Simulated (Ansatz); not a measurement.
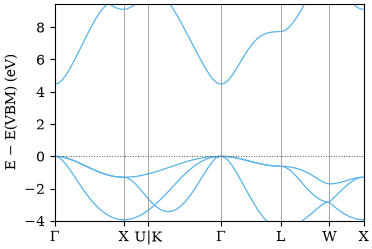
Band structure from the program Ansatz at the PBE level (PAW)

Task: Read off the gap and where the band edges lie.

Result: About 4.5 eV (4.46 eV by a search for the band edges); maximum at Γ, minimum at Γ.

Task: Which compound is it?
A) CaO, rock salt
B) MgO, rock salt
C) LiH, rock salt
D) KI, rock salt

Result: B, MgO, rock salt

Space group Fm-3m (rock salt). The PBE relaxation kept the symmetry of its start.

Potentials: the later of the program's two PAW sets.
